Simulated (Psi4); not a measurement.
# HNO2 (nitrous acid) at MP2/def2-TZVP

What is the vertical singlet–triplet gap of HNO2 (nitrous acid) at MP2/def2-TZVP? The job is set up through a QCSchema input.

The calculation is run with Psi4 1.11.

2 further runs of the same task are left out: 2 set aside as unsound or not needed.

### 1 Starting point

The species is HNO2 (4 atoms), meant as a singlet with charge 0. As SMILES, `O=NO`. The shape is that of a PBE0-D4/def2-TZVP optimisation.

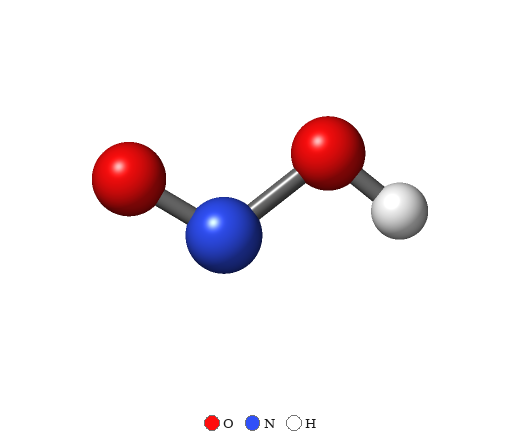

The structure, seen from a chosen angle (oxygen red, nitrogen blue, hydrogen white).

### 2 A single-point energy at MP2/def2-TZVP

Contents of input.json:

```json
{
 "schema_name": "qcschema_input",
 "schema_version": 1,
 "molecule": {
  "schema_name": "qcschema_molecule",
  "schema_version": 2,
  "symbols": ["O", "N", "O", "H"],
  "geometry": [0.78168521, 0.08925176, 2.71602777, 0.60499582, -0.79255114, 0.71312595, -0.68530918, 0.82138836, -0.93097358, -0.70135295, -0.11808899, -2.49818014],
  "molecular_charge": 0,
  "molecular_multiplicity": 1,
  "fix_symmetry": "c1",
  "fix_com": true,
  "fix_orientation": true
 },
 "driver": "energy",
 "model": {
  "method": "mp2",
  "basis": "def2-TZVP"
 },
 "keywords": {
  "puream": true,
  "e_convergence": 1e-09,
  "d_convergence": 1e-08,
  "scf_type": "pk",
  "num_frozen_docc": 3,
  "mp2_type": "conv"
 }
}
```

Launch:

```console
$ psi4 --qcschema input.json -n 1 --memory 2200MB
```

stdout:

```text
[...]
  Running in c1 symmetry.
[...]
  Nuclear repulsion =   70.553867082187708
[...]
  Multiplicity = 1
[...]
  Nalpha       = 12
  Nbeta        = 12
[...]
    Number of basis functions: 99
[...]
   @RHF iter   1:  -204.64049786135192   -6.63824e-01   4.90289e-03 DIIS/ADIIS
[...]
   @RHF iter  13:  -204.73275180572557   -8.24230e-12   4.15450e-09 DIIS
[...]
    Orbital Energies [Eh]
    ---------------------
    Doubly Occupied:
       1A    -20.654123     2A    -20.638654     3A    -15.788624
       4A     -1.614108     5A     -1.410181     6A     -0.944400
       7A     -0.791970     8A     -0.732895     9A     -0.689542
      10A     -0.623014    11A     -0.528162    12A     -0.456688
[...]
  @RHF Final Energy:  -204.73275180572557
   => Energetics <=
    Nuclear Repulsion Energy =             70.5538670821877076
    One-Electron Energy =                -420.8285094550030863
    Two-Electron Energy =                 145.5418905670898084
    Total Energy =                       -204.7327518057255702
[...]
 Multipole Moments:
 ------------------------------------------------------------------------------------
     Multipole            Electronic (a.u.)      Nuclear  (a.u.)        Total (a.u.)
 ------------------------------------------------------------------------------------
 L = 1.  Multiply by 2.5417464519 to convert [e a0] to [Debye]
 Dipole X            :         -4.3681190            4.3046260           -0.0634930
 Dipole Y            :         -2.0186540            1.6191740           -0.3994800
 Dipole Z            :        -17.6270165           16.7741350           -0.8528815
 Magnitude           :                                                    0.9439399
[...]
	SCS-MP2 Total Energy (a.u.)        :  -205.38726504628008
	SOS-MP2 Total Energy (a.u.)        :  -205.32871602432479
	SCSN-MP2 Total Energy (a.u.)       :  -205.04189064164950
[...]
	SOS-PI-MP2 Total Energy (a.u.)     :  -205.42804339409133
[...]
	MP2 Total Energy (a.u.)            :  -205.40503572042414
[...]
```

The result, in JSON:

```text
{
 "driver": "energy",
 "model": {
  "method": "mp2",
  "basis": "def2-TZVP"
 },
 "success": true,
 "return_result": -205.40503572042414,
 "properties": {
  "calcinfo_nbasis": 99,
  "calcinfo_nmo": 99,
  "calcinfo_nalpha": 12,
  "calcinfo_nbeta": 12,
  "calcinfo_natom": 4,
  "nuclear_repulsion_energy": 70.55386708218771,
  "return_energy": -205.40503572042414,
  "scf_one_electron_energy": -420.8285094550031,
  "scf_two_electron_energy": 145.5418905670898,
  "scf_dipole_moment": [-0.06349295495821661, -0.3994800026155345, -0.852881517841837],
  "scf_total_energy": -204.73275180572557,
  "scf_iterations": 13,
  "mp2_same_spin_correlation_energy": -0.17564706586587153,
  "mp2_opposite_spin_correlation_energy": -0.4966368488326875,
  "mp2_singles_energy": 0.0,
  "mp2_doubles_energy": -0.6722839146985591,
  "mp2_correlation_energy": -0.6722839146985677,
  "mp2_total_energy": -205.40503572042414
 }
}
```

Wall time 6 s (1 thread of AMD EPYC 7R43 (Zen 3), shared host); peak memory 0.58 GiB.

### 3 The triplet

Edit input.json of step 2 so:

```diff
@@ -9,6 +9,4 @@
   "molecular_charge": 0,
-  "molecular_multiplicity": 1,
-  "fix_symmetry": "c1",
-  "fix_com": true,
-  "fix_orientation": true
+  "molecular_multiplicity": 3,
+  "fix_symmetry": "c1"
  },
@@ -20,2 +18,3 @@
  "keywords": {
+  "reference": "uhf",
   "puream": true,
@@ -25,3 +24,4 @@
   "num_frozen_docc": 3,
-  "mp2_type": "conv"
+  "mp2_type": "conv",
+  "maxiter": 100
  }
```

Launch:

```console
$ psi4 --qcschema input.json -n 1 --memory 2200MB
```

stdout:

```text
[...]
  Running in c1 symmetry.
[...]
  Nuclear repulsion =   70.553867082187708
[...]
  Multiplicity = 3
[...]
  Nalpha       = 13
  Nbeta        = 11
[...]
    Number of basis functions: 99
[...]
   @UHF iter   1:  -204.56869581315266   -5.92022e-01   4.59338e-03 DIIS/ADIIS
[...]
   @UHF iter  20:  -204.67680632887399   -2.67164e-12   5.32588e-09 DIIS
[...]
   @S^2 Observed:                2.047294706E+00
[...]
    Orbital Energies [Eh]
    ---------------------
    Alpha Occupied:
       1A    -20.689750     2A    -20.651254     3A    -15.710186
       4A     -1.649824     5A     -1.436344     6A     -1.000888
       7A     -0.825557     8A     -0.802652     9A     -0.755424
      10A     -0.661792    11A     -0.603915    12A     -0.516545
      13A     -0.394623
    Alpha Virtual:
      14A      0.131550    15A      0.308892    16A      0.329826
      17A      0.444882    18A      0.453135    19A      0.481973
      20A      0.527542    21A      0.568600    22A      0.572880
      23A      0.609604    24A      0.620126    25A      0.674546
[...]
  @UHF Final Energy:  -204.67680632887399
   => Energetics <=
    Nuclear Repulsion Energy =             70.5538670821877076
    One-Electron Energy =                -420.9289129727938530
    Two-Electron Energy =                 145.6982395617321515
    Total Energy =                       -204.6768063288739938
  UHF NO Occupations:
  HONO-2 :   11  A 1.9848071
  HONO-1 :   12  A 1.0000000
[...]
 Multipole Moments:
 ------------------------------------------------------------------------------------
     Multipole            Electronic (a.u.)      Nuclear  (a.u.)        Total (a.u.)
 ------------------------------------------------------------------------------------
 L = 1.  Multiply by 2.5417464519 to convert [e a0] to [Debye]
 Dipole X            :          0.3515270           -0.4475488           -0.0960218
 Dipole Y            :         -0.1808043           -0.0906441           -0.2714484
 Dipole Z            :          0.8652516           -1.6187798           -0.7535282
 Magnitude           :                                                    0.8066655
[...]
	SCS-MP2 Total Energy (a.u.)        :  -205.26896017908990
	SOS-MP2 Total Energy (a.u.)        :  -205.21455179464687
	SCSN-MP2 Total Energy (a.u.)       :  -204.96408259873326
[...]
	SOS-PI-MP2 Total Energy (a.u.)     :  -205.30417603894236
[...]
	MP2 Total Energy (a.u.)            :  -205.28815270368051
[...]
```

The result, in JSON:

```text
{
 "driver": "energy",
 "model": {
  "method": "mp2",
  "basis": "def2-TZVP"
 },
 "success": true,
 "return_result": -205.2881527036805,
 "properties": {
  "calcinfo_nbasis": 99,
  "calcinfo_nmo": 99,
  "calcinfo_nalpha": 13,
  "calcinfo_nbeta": 11,
  "calcinfo_natom": 4,
  "nuclear_repulsion_energy": 70.55386708218771,
  "return_energy": -205.2881527036805,
  "scf_one_electron_energy": -420.92891297279385,
  "scf_two_electron_energy": 145.69823956173215,
  "scf_dipole_moment": [-0.09602176765004855, -0.2714483610799471, -0.7535282394637627],
  "scf_total_energy": -204.676806328874,
  "scf_iterations": 20,
  "mp2_same_spin_correlation_energy": -0.1632251533291229,
  "mp2_opposite_spin_correlation_energy": -0.448121221477397,
  "mp2_singles_energy": 0.0,
  "mp2_doubles_energy": -0.6113463748065199,
  "mp2_correlation_energy": -0.6113463748065158,
  "mp2_total_energy": -205.2881527036805
 }
}
```

Run time: 8.4 s. Hardware: 1 thread of AMD EPYC 7R43 (Zen 3), shared host; peak memory 0.58 GiB.

### 4 Results

Level: MP2/def2-TZVP, 3 core orbitals frozen.

| quantity | value |
| --- | --- |
| singlet: total energy | -205.40504 Eh |
| singlet: HOMO energy (Hartree–Fock orbitals) | -12.43 eV |
| singlet: LUMO energy (Hartree–Fock orbitals) | 2.73 eV |
| singlet: HOMO–LUMO gap (Hartree–Fock orbitals) | 15.16 eV |
| singlet: correlation energy (3 core orbitals frozen) | -672.3 mEh |
| triplet: total energy | -205.28815 Eh |
| triplet: HOMO energy (Hartree–Fock orbitals) (highest over α and β) | -10.74 eV |
| triplet: LUMO energy (Hartree–Fock orbitals) (lowest over α and β) | 1.12 eV |
| triplet: correlation energy (3 core orbitals frozen) | -611.3 mEh |
| triplet: ⟨S²⟩ of the reference determinant | 2.047 |
| vertical energy of the triplet above the singlet | 3.181 eV |

At this shape the triplet lies 3.18 eV (307 kJ/mol) above the singlet.
